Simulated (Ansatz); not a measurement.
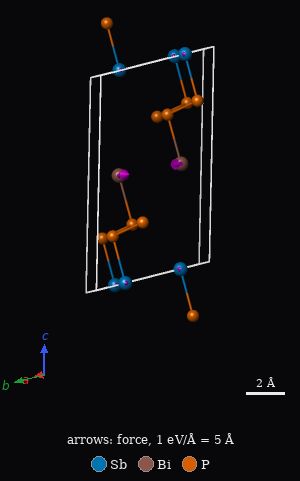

Starting geometry of a crystal of BiSbP2 (a generated structure, set up in P-1) (coarse preliminary run) with the computed forces as purple arrows. The picture is a ball-and-stick view of the cell of the calculation, seen from a free direction.

Computed with DFT PBE, scalar-relativistic, plane waves, PAW in Ansatz 0.2.0. Set-up: plane-wave cutoff 420 eV; k-point mesh 6 × 4 × 2; occupations gaussian; smearing width 0.1 eV; no spin polarisation; cell and atoms relaxed; force threshold 0.04 eV/Å; at most 70 steps.

Q: Is this structure relaxed? If not, where do the atoms go?

A: It isn't relaxed: the largest force vector, on Bi atoms, is 0.21 eV/Å. The final displacements follow the starting forces only in part (cosine between the two patterns 0.77). The largest moves relative to the cell, 0.30 Å, are those of Bi atoms. By element the largest moves are Bi 0.30 Å, P 0.17 Å, Sb 0.13 Å. The drawn cell changes as follows: a 3.214 → 3.219 Å (+0.1 %), b 6.444 → 6.575 Å (+2.0 %), c 11.635 → 11.599 Å (−0.3 %), α 104.0° → 104.5°, β 97.0° → 92.9°, γ 92.6° → 90.6°; the volume changes by +2.5 %. Near-neighbour distances that change, for instance: Bi–P 2.743 → 2.722 Å, P–P 2.211 → 2.217 Å, P–Sb 2.607 → 2.603 Å. The space group stays P-1 (No. 2). Over 5 accepted moves (8 points after the start) the energy falls by 10.0 meV per atom. The largest force component goes from 0.2 to 0.02 eV/Å. The pressure goes from 0.05 to 0.03 GPa. The line search rejected the trial steps at points 4, 6 of the run. The SCF was repeated once at an unchanged geometry on a basis and grid sized afresh for the cell, which shifted the energy by 0.2 meV per atom at most.
